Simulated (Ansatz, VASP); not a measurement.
## Cross-check of Ta between VASP and Ansatz

Aim: how closely do two programs agree when they are given the same cell, functional and k mesh?

Main program and level: Ansatz 0.2.0; plane waves, with VASP 6.6.1 beside it; relaxation of cell and atoms at PBEsol, spin-orbit coupling.

## (1) Set-up

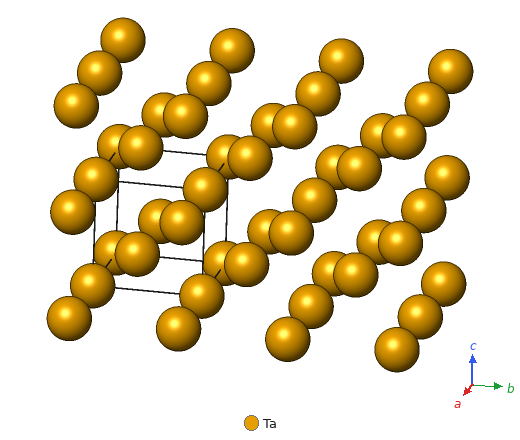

The starting structure, seen slightly off an axis (tantalum orange). 2×3×2 cells are drawn. This picture shows the conventional cell, with its axes. Some periodic images of atoms are drawn too.

Coordinates:

```cif
data_structure
_symmetry_space_group_name_H-M 'Im-3m'
_symmetry_Int_Tables_number 229
_cell_length_a 3.3026
_cell_length_b 3.3026
_cell_length_c 3.3026
_cell_angle_alpha 90.000
_cell_angle_beta 90.000
_cell_angle_gamma 90.000
_cell_volume 36.02
loop_
_atom_site_label
_atom_site_type_symbol
_atom_site_symmetry_multiplicity
_atom_site_Wyckoff_symbol
_atom_site_fract_x
_atom_site_fract_y
_atom_site_fract_z
_atom_site_occupancy
Ta1 Ta 2 a 0.00000 0.00000 0.00000 1
```

## (2) VASP: relaxation of cell and atoms, PBEsol, spin-orbit coupling

The relaxed volume is the usual yardstick between codes: its relative difference is about their pressure difference at one cell divided by the bulk modulus.

Lines of VASP's logs that name or quote its potential files are left out, and so is its time.

Contents of INCAR:

```
SYSTEM = Ta
PREC = Accurate
ENCUT = 400
EDIFF = 1E-06
NELM = 100
ISMEAR = -1
SIGMA = 0.05
LREAL = .FALSE.
ALGO = Normal
GGA = PS
LNONCOLLINEAR = .TRUE.
MAGMOM = 0 0 0
NBANDS = 22
GGA_COMPAT = .FALSE.
LASPH = .TRUE.
LSORBIT = .TRUE.
LMAXMIX = 4
LORBIT = 11
LWAVE = .FALSE.
LCHARG = .FALSE.
KPAR = 2
IBRION = 2
NSW = 60
ISIF = 3
EDIFFG = -0.01
```

Contents of POSCAR:

```
Ta
1.0
   -1.6512800000      1.6512800000      1.6512800000
    1.6512800000     -1.6512800000      1.6512800000
    1.6512800000      1.6512800000     -1.6512800000
Ta
1
Direct
    0.0000000000      0.0000000000      0.0000000000
```

Contents of KPOINTS:

```
Automatic mesh
0
Gamma
14 14 14
0 0 0
```

The projector-augmented-wave data sets are Ta_pv (PBE family, release 64).

Started as:

```
$ mpirun -np 2 vasp_ncl
```

Numbers of over 12 decimals in the logs are rounded to 6 here.

The log of the run:

```text
[banner, memory and clock lines left out]
running    2 mpi-ranks, on    1 nodes
 distrk:  each k-point on    1 cores,    2 groups
 distr:  one band on    1 cores,    1 groups

 POSCAR found type information on POSCAR Ta
 POSCAR found :  1 types and       1 ions
|                                                                             |
|               ----> ADVICE to this user running VASP <----                  |
|                                                                             |
|     You enforced a specific xc type in the INCAR file but a different       |
|     [... a line on the potential file left out ...]
|     I HOPE YOU KNOW WHAT YOU ARE DOING!                                     |
|                                                                             |

 LDA part: xc-table for (Slater+PW92), standard interpolation
 POSCAR, INCAR and KPOINTS ok, starting setup
 FFT: planning ... GRIDC
 FFT: planning ... GRID_SOFT
 FFT: planning ... GRID
 WAVECAR not read
 entering main loop
       N       E                     dE             d eps       ncg     rms          rms(c)
DAV:   1     0.811641056111E+02    0.81164E+02   -0.51234E+03  4576   0.850E+02
DAV:   2    -0.114440970916E+02   -0.92608E+02   -0.89808E+02  5390   0.287E+02
DAV:   3    -0.137823922851E+02   -0.23383E+01   -0.23174E+01  5540   0.448E+01
DAV:   4    -0.137936206487E+02   -0.11228E-01   -0.11226E-01  5222   0.335E+00
DAV:   5    -0.137937037130E+02   -0.83064E-04   -0.83053E-04  5506   0.260E-01    0.138E+01
DAV:   6    -0.133937670802E+02    0.39994E+00   -0.33061E-01  5282   0.654E+00    0.667E+00
DAV:   7    -0.132740630015E+02    0.11970E+00   -0.27570E-01  5320   0.549E+00    0.117E+00
DAV:   8    -0.132737895838E+02    0.27342E-03   -0.87644E-03  5388   0.553E-01    0.282E-01
DAV:   9    -0.132727516503E+02    0.10379E-02   -0.13304E-03  5396   0.456E-01    0.413E-02
DAV:  10    -0.132727350142E+02    0.16636E-04   -0.43255E-05  5208   0.782E-02    0.217E-02
DAV:  11    -0.132727327561E+02    0.22581E-05   -0.49859E-06  5434   0.262E-02    0.640E-03
DAV:  12    -0.132727327556E+02    0.45043E-09   -0.53152E-08  2996   0.264E-03
   1 F= -.13272733E+02 E0= -.13268172E+02  d E =-.132727E+02  mag=    -0.0000    -0.0000     0.0000
 curvature:   0.00 expect dE= 0.000E+00 dE for cont linesearch  0.000E+00
 trial: gam= 0.00000 g(F)=  0.279E-63 g(S)=  0.263E-01 ort = 0.000E+00 (trialstep = 0.100E+01)
 search vector abs. value=  0.263E-01
 bond charge predicted
       N       E                     dE             d eps       ncg     rms          rms(c)
DAV:   1    -0.134938240235E+02   -0.22109E+00   -0.66405E+00  4822   0.333E+01    0.454E+00
DAV:   2    -0.133002565173E+02    0.19357E+00   -0.22517E-01  4822   0.560E+00    0.162E+00
DAV:   3    -0.132528399767E+02    0.47417E-01   -0.12557E-01  5234   0.410E+00    0.657E-01
DAV:   4    -0.132538338564E+02   -0.99388E-03   -0.32134E-03  5402   0.491E-01    0.219E-01
DAV:   5    -0.132537786576E+02    0.55199E-04   -0.17450E-04  5314   0.157E-01    0.706E-02
DAV:   6    -0.132537671561E+02    0.11502E-04   -0.10453E-04  5370   0.114E-01    0.387E-02
DAV:   7    -0.132537678479E+02   -0.69176E-06   -0.12544E-05  5116   0.395E-02    0.118E-03
DAV:   8    -0.132537677543E+02    0.93554E-07   -0.85029E-08  3048   0.333E-03
   2 F= -.13253768E+02 E0= -.13248781E+02  d E =0.189650E-01  mag=     0.0000     0.0000    -0.0000
 trial-energy change:    0.018965  1 .order    0.019557   -0.026316    0.065429
 step:   0.2949(harm=  0.2868)  dis= 0.00000  next Energy=   -13.276628 (dE=-0.390E-02)
 bond charge predicted
       N       E                     dE             d eps       ncg     rms          rms(c)
DAV:   1    -0.133960121025E+02   -0.14224E+00   -0.35058E+00  4818   0.248E+01    0.314E+00
DAV:   2    -0.132987008048E+02    0.97311E-01   -0.12961E-01  4846   0.398E+00    0.113E+00
DAV:   3    -0.132763377309E+02    0.22363E-01   -0.63050E-02  5134   0.278E+00    0.408E-01
DAV:   4    -0.132767368954E+02   -0.39916E-03   -0.98049E-04  5440   0.302E-01    0.168E-01
DAV:   5    -0.132767375909E+02   -0.69550E-06   -0.75206E-05  5370   0.994E-02    0.516E-02
DAV:   6    -0.132767281027E+02    0.94882E-05   -0.37403E-05  5222   0.644E-02    0.227E-02
DAV:   7    -0.132767264562E+02    0.16464E-05   -0.21041E-06  5136   0.153E-02    0.940E-04
DAV:   8    -0.132767264865E+02   -0.30276E-07   -0.16257E-08  2720   0.148E-03
   3 F= -.13276726E+02 E0= -.13272023E+02  d E =-.399373E-02  mag=     0.0000     0.0000    -0.0000
 curvature:  -0.14 expect dE=-0.711E-06 dE for cont linesearch -0.711E-06
 trial: gam=-0.01354 g(F)=  0.147E-63 g(S)=  0.496E-05 ort = 0.361E-03 (trialstep = 0.859E+00)
 search vector abs. value=  0.103E-08
 reached required accuracy - stopping structural energy minimisation
```

From OUTCAR (step 2):

```text
ion  position               nearest neighbor table
   1  0.000  0.000  0.000-

  LATTYP: Found a body centered cubic cell.
 ALAT       =     3.3025600000

 Subroutine GETGRP returns: Found 48 space group operations
 (whereof 48 operations were pure point group operations)

The static configuration has the point symmetry O_h .

 Found    104 irreducible k-points:

   k-points           NKPTS =    104   k-points in BZ     NKDIM =    104   number of bands    NBANDS=     22

   dimension x,y,z NGX =    20 NGY =   20 NGZ =   20
   dimension x,y,z NGXF=    40 NGYF=   40 NGZF=   40

   ENCUT  =  400.0 eV  29.40 Ry    5.42 a.u.   4.66  4.66  4.66*2*pi/ulx,y,z

   NELECT =      11.0000    total number of electrons

 k-points in reciprocal lattice and weights: Automatic mesh
   0.00000000  0.00000000  0.00000000       0.000
   0.07142857  0.00000000  0.00000000       0.004
   0.14285714  0.00000000  0.00000000       0.004
   0.21428571  0.00000000  0.00000000       0.004
   0.28571429  0.00000000  0.00000000       0.004
   0.35714286  0.00000000  0.00000000       0.004
   0.42857143  0.00000000  0.00000000       0.004
   0.50000000  0.00000000  0.00000000       0.002
   0.07142857  0.07142857  0.00000000       0.009
[...]
0.50000000  0.50000000  0.42857143       0.004
   0.50000000  0.50000000  0.50000000       0.000

 average (electrostatic) potential at core
       1 -36.0715

 E-fermi :   5.4337

 k-point     1 :       0.0000    0.0000    0.0000
  band No.  band energies     occupation
    ...
      4     -24.9175      1.00000
      5     -24.9175      1.00000
      6     -24.9175      1.00000
      7      -2.5297      1.00000
      8      -2.5297      1.00000
      9       6.0165      0.00001
     10       6.0165      0.00001
     11       6.0165      0.00001
     12       6.0165      0.00001
     13       6.4345      0.00000
    ...

 k-point     2 :       0.0714    0.0000    0.0000
  band No.  band energies     occupation
    ...
      4     -24.9806      1.00000
      5     -24.9295      1.00000
      6     -24.9295      1.00000
      7      -2.2934      1.00000
      8      -2.2934      1.00000
      9       5.9200      0.00006
     10       5.9200      0.00006
     11       6.0615      0.00000
     12       6.0615      0.00000
     13       6.5185      0.00000
    ...

 k-point     3 :       0.1429    0.0000    0.0000
  band No.  band energies     occupation
    ...
      4     -25.1529      1.00000
      5     -24.9630      1.00000
      6     -24.9630      1.00000
      7      -1.6286      1.00000
      8      -1.6286      1.00000
      9       5.5834      0.04772
     10       5.5834      0.04772
     11       5.8805      0.00013
     12       5.8805      0.00013
     13       7.1090      0.00000
    ...

  Total       -0.0058519     -0.0058519     -0.0058519      0.0000000      0.0000000     -0.0000000
  in kB       -0.5301669     -0.5301669     -0.5301669      0.0000000      0.0000000     -0.0000000
  external PRESSURE =      -0.5301669 kB  Pullay stress =       0.0000000 kB

  energy-cutoff  :      400.00
  volume of cell :       17.68
      direct lattice vectors                 reciprocal lattice vectors
    -1.641263049  1.641263049  1.641263049     0.000000000  0.304643427  0.304643427
     1.641263049 -1.641263049  1.641263049     0.304643427  0.000000000  0.304643427
     1.641263049  1.641263049 -1.641263049     0.304643427  0.304643427  0.000000000

 POSITION                                       TOTAL-FORCE (eV/Angst)
 -----------------------------------------------------------------------------------
      0.00000      0.00000      0.00000         0.000000      0.000000     -0.000000
 -----------------------------------------------------------------------------------
    total drift:                                0.000000     -0.000000      0.000000

  FREE ENERGIE OF THE ION-ELECTRON SYSTEM (eV)
  ---------------------------------------------------
  free  energy   TOTEN  =       -13.2767264865 eV

  energy  without entropy=      -13.2673187162  energy(sigma->0) =      -13.27202260

 reached required accuracy - stopping structural energy minimisation

 Spin-Orbit-Coupling matrix elements
 Ion:    1  E_soc:     -1.4160305

 total charge
# of ion       s       p       d       tot
------------------------------------------
    1        0.374   6.173   2.433   8.979

 magnetization (x)
# of ion       s       p       d       tot
------------------------------------------
    1        0.000   0.000   0.000   0.000

 magnetization (y)
# of ion       s       p       d       tot
------------------------------------------
    1        0.000   0.000  -0.000  -0.000

 magnetization (z)
# of ion       s       p       d       tot
------------------------------------------
    1       -0.000  -0.000   0.000  -0.000

[... 3 further parts left out ...]
```

## (3) Ansatz: relaxation of cell and atoms, PBEsol, spin-orbit coupling

Ansatz runs on its fully relativistic PAW (standard-fr) files.

The same cell, functional, mesh and smearing now go to Ansatz, which takes its cutoff from its data sets.

Contents of input.yaml:

```yaml
crystal:
  lattice:
    - [-1.65128, 1.65128, 1.65128]
    - [1.65128, -1.65128, 1.65128]
    - [1.65128, 1.65128, -1.65128]
  atoms:
    - { symbol: Ta, position: [0.0, 0.0, 0.0] }
hamiltonian:
  xc: pbesol
  pseudopotentials: { kind: paw_fr }
magnetization:
  noncollinear: true
  spin_orbit: true
kpoints:
  mp_grid: { grid: [14, 14, 14] }
scf:
  occupations: { method: fermi_dirac, width: 0.05 }
relax:
  f_tol: 0.01
  max_steps: 60
  cell: { stress_tol: 0.05 }
output:
  forces: true
  stress: true
```

Started as:

```
$ ansatz run input.yaml --threads 4 --pin off --max-ram 9216MiB --backend cpu --events-out ev --progress --plain --runs-dir out
```

The log of the run:

```text
Engine: ansatz 0.2.0, aarch64-unknown-linux-gnu
Pseudopotentials: kind: paw_fr
Pseudopotential: Ta, paw_fr, valence charge 13, recommended cutoff 420 eV (normal), Ta.paw.azcp#standard-fr
Functional definition: PBEsol
  exchange = pbesol_x
  correlation = pbesol_c
non-collinear run that drives no moment, with spin-orbit: no starting moment large enough to seed its density (crystal.atoms[].spin), no starting occupations that ask for one, no magnetisation constraint and no magnetic field, so the semilocal B_xc is pinned to zero
Crystal: 1 atoms, lattice volume = 18.010 Å³
Basis set: ecut = 420 eV, 369 PW (Γ), exchange–correlation on 40×40×40 points (8 copies of the dense FFT grid, shifted against one another)
Bands: 22, of which v1, the nominal top of the filled ones, is band 13 counted from 1 (12 counted from 0)
Symmetry: 48 space group operations + 48 with time reversal
Magnetic group: BNS 229.141 (UNI 1643), of the structure as read, at distance tolerance 2.6e-5 Å
k-points: 104 of 2744
Projection manifold: j_resolved (fully-relativistic pseudo-atomic orbitals)
Non-local potential: Ta, projectors of the file, l = 0: 3, l = 1: 4, l = 2: 4, l = 3: 2
PAW form: soft (Blöchl's): semilocal exchange-correlation on the pseudo side does not see the compensation charge
PAW frozen core: Ta, regenerated for the run's functional, and the local potential with it (the file was generated under x = pbe(κ = 0.804, μ = 0.219515), c = pbe(β = 0.066725))
PAW one-centre angular grid: Ta, 590 points (default); XC on 64 Gauss nodes
Initial density: superposition of atomic densities (chi_scale 0.1, normalization cell)
Initial wavefunctions: pseudopotential atomic-orbital guess
Functional: x = pbesol(κ = 0.804, μ = 0.123457), c = pbesol(β = 0.046)
SCF iter   1: F=—  HF=-9828.720780 eV  |F-HF|=—  |Δ(HF+E_count)|=         —  Δρ=4.14e-2  dr2=2.93e-1  dr2_m=0.00e0 (ungated)  ethr=3.10e-3  |M|=0.00e0 ∫|m|=0.00e0 μB  |m|>n=0.0e0 m-floor=0.0e0 τ_xc=0.0e0  β_m=0.30  ⟨swp⟩=6.4  Hψ=5927  notcnv=0  defer=16
preconditioner: auto → none  [metal: Δε(μ)=0.029 eV  Ē_g=8.503 eV  σ=0.050 eV  W_gap=0.14  n_scr=0 (ndim 8)  ℏωp=19.6 eV  f_vac=0.000  D(μ)=1.09/eV (n_scr^D=12)]
SCF iter   2: F=—  HF=-9828.638530 eV  |F-HF|=—  |Δ(HF+E_count)|=   8.23e-2  Δρ=2.52e-2  dr2=8.84e-2  dr2_m=0.00e0 (ungated)  ethr=2.26e-3  |M|=0.00e0 ∫|m|=0.00e0 μB  |m|>n=0.0e0 m-floor=0.0e0 τ_xc=0.0e0  β_m=0.50  ⟨swp⟩=2.0  Hψ=1874  notcnv=0  defer=266
SCF iter   3: F=—  HF=-9828.617182 eV  |F-HF|=—  |Δ(HF+E_count)|=   2.13e-2  Δρ=5.11e-3  dr2=1.66e-3  dr2_m=0.00e0 (ungated)  ethr=6.80e-4  |M|=0.00e0 ∫|m|=0.00e0 μB  |m|>n=0.0e0 m-floor=0.0e0 τ_xc=0.0e0  β_m=0.67  ⟨swp⟩=3.0  Hψ=1952  notcnv=0  defer=276
SCF iter   4: F=—  HF=-9828.618042 eV  |F-HF|=—  |Δ(HF+E_count)|=   8.61e-4  Δρ=1.88e-4  dr2=2.39e-6  dr2_m=0.00e0 (ungated)  ethr=1.27e-5  |M|=0.00e0 ∫|m|=0.00e0 μB  |m|>n=0.0e0 m-floor=0.0e0 τ_xc=0.0e0  β_m=0.70  ⟨swp⟩=1.5  Hψ=1228  notcnv=0  defer=276
SCF iter   5: F=—  HF=-9828.618047 eV  |F-HF|=—  |Δ(HF+E_count)|=   4.88e-6  Δρ=5.72e-5  dr2=1.22e-7  dr2_m=0.00e0 (ungated)  ethr=7.69e-10  |M|=0.00e0 ∫|m|=0.00e0 μB  |m|>n=0.0e0 m-floor=0.0e0 τ_xc=0.0e0  β_m=0.85  ⟨swp⟩=5.0  Hψ=3818  notcnv=0
SCF iter   6: F=-9828.618047 eV  HF=-9828.618047 eV  |F-HF|=3.85e-8  |Δ(HF+E_count)|=   1.48e-8  Δρ=3.94e-5  dr2=7.71e-8  dr2_m=0.00e0 (ungated)  ethr=7.69e-10  |M|=0.00e0 ∫|m|=0.00e0 μB  |m|>n=0.0e0 m-floor=0.0e0 τ_xc=0.0e0  ⟨swp⟩=4.0  Hψ=3145  notcnv=0
SCF 1 converged in 6 iterations: F = -9828.618047 eV  dr2 = 7.71e-8
  greatest PAW one-centre occupation: 1.000 electrons in one spin orbital (limit 2), on the Ta atom at site 0 (counted from 0), in its partial waves of l = 0
relax step   1: F+E_penalty+E_count = -9828.61804731 eV  Δ(F+E_penalty+E_count) = +0.000e0 eV  max|allowed force component| = 0.000e0 eV/Å  Δτ_max = 0.0000 Å  P = -3.921 GPa  Ω = 18.010 Å³  (6 SCF iters, dr2 threshold 1.00e-7 eV, accepted)
[...]
relax step   2: F+E_penalty+E_count = -9828.57953555 eV  Δ(F+E_penalty+E_count) = +3.851e-2 eV  max|allowed force component| = 0.000e0 eV/Å  Δτ_max = 0.0000 Å  P = +14.136 GPa  Ω = 16.652 Å³  energy of the carried Pulay correction = +4.444e-4 eV  (5 SCF iters, dr2 threshold 1.00e-7 eV, rejected (line search))
[...]
relax step   3: F+E_penalty+E_count = -9828.62231801 eV  Δ(F+E_penalty+E_count) = -4.271e-3 eV  max|allowed force component| = 0.000e0 eV/Å  Δτ_max = 0.0000 Å  P = -0.291 GPa  Ω = 17.697 Å³  energy of the carried Pulay correction = +9.953e-5 eV  (6 SCF iters, accepted)
[...]
relax step   4: F+E_penalty+E_count = -9828.62234752 eV  Δ(F+E_penalty+E_count) = -2.951e-5 eV  max|allowed force component| = 0.000e0 eV/Å  Δτ_max = 0.0000 Å  P = -0.003 GPa  Ω = 17.673 Å³  energy of the carried Pulay correction = +1.071e-4 eV  (2 SCF iters, dr2 threshold 1.00e-7 eV, accepted)
[...]
relax step   5: F+E_penalty+E_count = -9828.62225084 eV  Δ(F+E_penalty+E_count) = +9.668e-5 eV  max|allowed force component| = 0.000e0 eV/Å  Δτ_max = 0.0000 Å  P = -0.011 GPa  Ω = 17.673 Å³  stress off target by 1.06e-2 GPa  SCF on the basis re-selected at this cell (its energy is not comparable with the rows above)  (4 SCF iters)
basis re-selected at this cell: Δ(F+E_penalty+E_count) = +9.668e-5 eV, ΔP = -0.008 GPa vs the last step (what re-selecting the basis moved, of the pressure what is left beyond the Pulay correction that the steps carried, after the strain that the cell walked since its last selection, with what the two solves' SCF thresholds leave and, on support functions, any second-order correction that the steps lacked; it is no measure of the basis error at this ecutwfc). This SCF's stress stands 1.06e-2 GPa from its target on what of the cell is left free (relax.cell.stress_tol is 5.00e-2 GPa) and its largest allowed force component is 0.00e0 eV/Å (relax.f_tol is 1.00e-2 eV/Å): [rest of the remark cut]
SCF converged after 4 iterations
Magnetization: |M| = 0.0000 μB,  M = (+0.0000, +0.0000, +0.0000) μB
Absolute magnetization: 0.0000 μB (∫|m|)
  site 0: m = (+0.0000, +0.0000, +0.0000) μB, |m| = 0.0000 μB  (R = 1.17 Å)
Free energy (F): -9828.622251 eV
Harris-Foulkes:  -9828.622251 eV  (|F-HF|=3.64e-12)
Internal energy: -9828.613693 eV  (E = F + TS)
E sigma→0 (E₀):  -9828.617972 eV
Entropy (-TS):   -0.008558 eV (-8.558 meV/atom)
Fermi energy:    18.831582 eV
--- Per-component energies (eV) ---
  E_band       = -102.501341
  E_kinetic    = 366.475994
  E_local      = -539.288755  (includes V_loc(G=0)·N_el)
  E_nonlocal   = 14.461427
  E_hartree    = 187.268169
  E_xc         = -216.785902
  E_vxc        = -203.754039  (∫ρ·V_xc dr)
  E_paw        = -8291.676264  (= ΣΔE_a)
  E_vpaw       = -114.932450  (= ΣTr[D̂ρ^β])
  E_aug_tail   = 0.000135  (compensation charges beyond the density's cutoff)
  E_ewald      = -1349.286863
  E_core_change = 0.218366  (= ΣΔE_core)
  E_smearing   = -0.008558  (= −TS)
  E_closure    = 0.000000  (closes the sum)
  Σ components = -9828.622251   (vs F -9828.622251, Δ=0.00e0)
--- Forces (eV/Å), atoms counted from 1 ---
  atom   1  Ta    -0.00000000     0.00000000    -0.00000000
  max |Σ_I F_I| component: 8.73e-33 eV/Å
--- Stress (GPa, compression-positive) ---
       -0.010594      -0.000000       0.000000
        0.000000      -0.010594       0.000000
       -0.000000      -0.000000      -0.010594
  P = ⅓ Tr σ = -0.0106 GPa (-0.106 kbar)
--- Relaxed structure (4 steps of the walk, 3 accepted, 1 SCFs on fresh bases) ---
  F+E_penalty+E_count = -9828.62225084 eV   max|allowed force component| = 0.000e0 eV/Å   (the final SCF, on the basis selected at the relaxed cell)
  cell:  # Å, volume = 17.6731 Å³
    - [-1.640908, 1.640908, 1.640908]
    - [1.640908, -1.640908, 1.640908]
    - [1.640908, 1.640908, -1.640908]
  atoms:
    - { symbol: Ta, position: [0.0, 0.0, 0.0] }
```

Elapsed: 5.4 s, on 4 threads of Arm Neoverse V1, shared host; peak memory 0.41 GiB.

## (4) Side by side

Known differences besides the PAW data sets themselves: spin-orbit coupling enters by fully relativistic files in Ansatz and inside the spheres in VASP; both relaxations stop at a tolerance, which leaves soft axes loose, and VASP keeps its plane-wave basis; the data sets hold 13 valence electrons in Ansatz (fully relativistic PAW (standard-fr) files) and 11 in VASP; the cutoff is 420 eV in Ansatz and 400 eV in VASP; Ansatz makes its cores anew for this functional, VASP keeps those of its PBE data sets; Ansatz adds a Pulay correction to the stress that steers its cell, VASP none. Total energies have different zeros and are not compared.

The two programs side by side:

| quantity | Ansatz | VASP | difference |
| --- | --- | --- | --- |
| volume (Å³) | 17.67 | 17.68 | -0.06 % |
| edge a after relaxation, in the typed setting (Å) | 2.842 | 2.843 | -0.02 % |

The walks stopped with -0.01 GPa left in Ansatz and -0.05 GPa in VASP; each walk ends within a tolerance, so the volume difference is uncertain by about these residues over the bulk modulus, most in soft cells.

## (5) Outcome

| Property | Result |
| --- | --- |
| difference in volume (relaxation of cell and atoms, PBEsol, spin-orbit coupling) | -0.065 % |

**Reading.** The difference in volume is -0.065 % (relaxation of cell and atoms, PBEsol, spin-orbit coupling), within the 1.2 % picked in this series as the mark of a large difference, as far as the stopping tolerances let one tell. Differences of this kind measure data sets and numerical settings, not the functional's error against experiment.

[Lines on the potential files, build, host, timing and source positions are cut from VASP's logs without a mark.]

[Logs are printed without paths, hosts, clocks, repeated set-up lines and the standing remarks that a program may print on its own settings, such as how far it seeks lower states.]

[Hosts, paths, dates, database ids (printed as entryN), source tags and the programs' standing remarks are cut or masked in the printed files.]
